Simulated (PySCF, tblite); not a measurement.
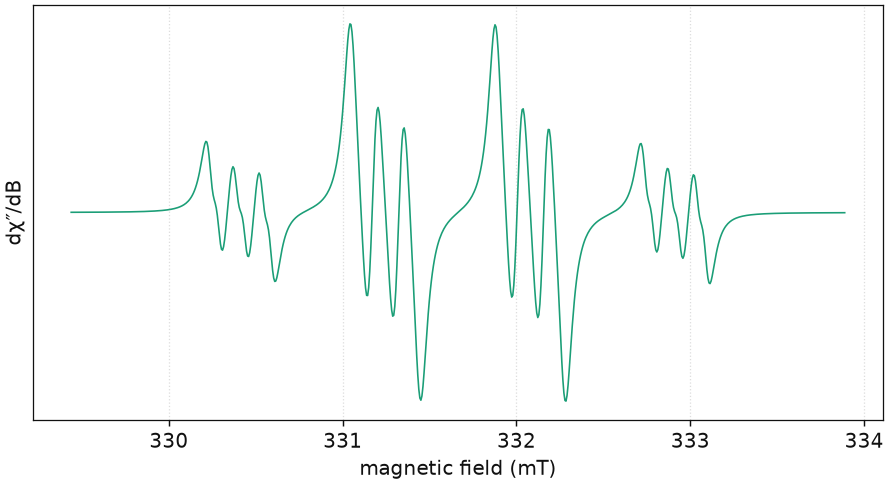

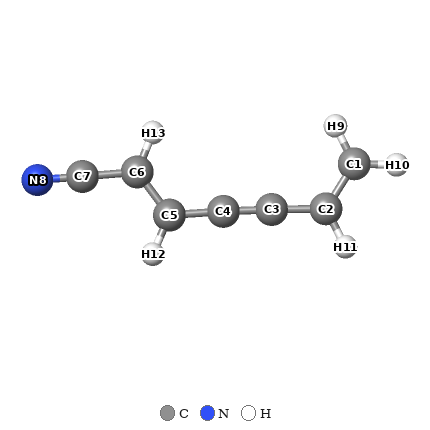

First-order isotropic EPR spectrum (fast tumbling, first derivative) of C₇H₅N⁺, SMILES [CH2+][CH]C#C/C=C/C#N, doublet at 9.30 GHz, Lorentzian lines of 0.10 mT full width at half height, from computed g and hyperfine couplings (B3LYP/pcH-1, PySCF 2.14.0, at a GFN2-xTB geometry (a minimum by its frequencies), gas phase); values of one conformer, averaged over methyl-type rotors alone; no vibrational averaging; dilute isotopes left out. The SMILES is one Lewis form and needn't show where the spin sits.

> Which couplings does the calculation give? The spectrum shows the sizes of those above the line width, not their signs.

| nuclei | isotope | a (mT) | a (MHz) |
| --- | --- | --- | --- |
| H10 | ¹H | −0.84 | −23.6 |
| H13 | ¹H | −0.83 | −23.4 |
| H9 | ¹H | −0.81 | −22.8 |
| N8 | ¹⁴N | 0.15 | 4.3 |
| H12 | ¹H | 0.05 | 1.4 |

> What is the g value, and how wide is the spectrum?

g_iso = 2.0034, which centres the spectrum at 331.7 mT; it spans 2.9 mT.

Note: the tight-binding geometry is rougher than a DFT one and adds to the error.
